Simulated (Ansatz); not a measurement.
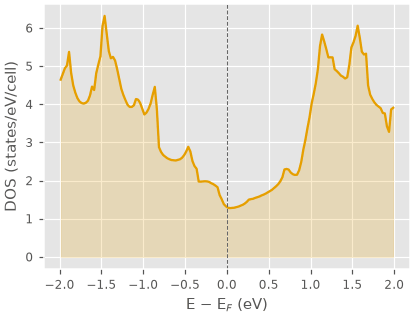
Fig. 1. Density of states of NbIr$_{3}$ (Pm-3m) near the Fermi level, PBEsol, rigid bands (Ansatz, a quantum-chemistry and plane-wave program).

Problem. With 4 atoms a cell, what bare Sommerfeld coefficient γ = (π²/3) k_B² N(E_F) follows?

Solution. N(E_F) ≈ 1.34 states/eV a cell at 300 K, so γ ≈ 0.79 mJ/(mol of atoms·K²), before many-body enhancement (phonons, spin fluctuations, correlation).

Problem. How far does the Fermi level move in a rigid band for 0.1 electron a cell added or removed?

Solution. 76 meV and -70 meV.

A metal at this level (no band gap); rigid bands, thermally averaged at 300 K, both spins. Spin-orbit coupling is left out, which matters with elements this heavy. Geometry: cell and atoms relaxed with PBEsol.

Formula and space group known from diffraction (Crystallography Open Database), not checked to be the room-temperature form: NbIr3 (Pm-3m).
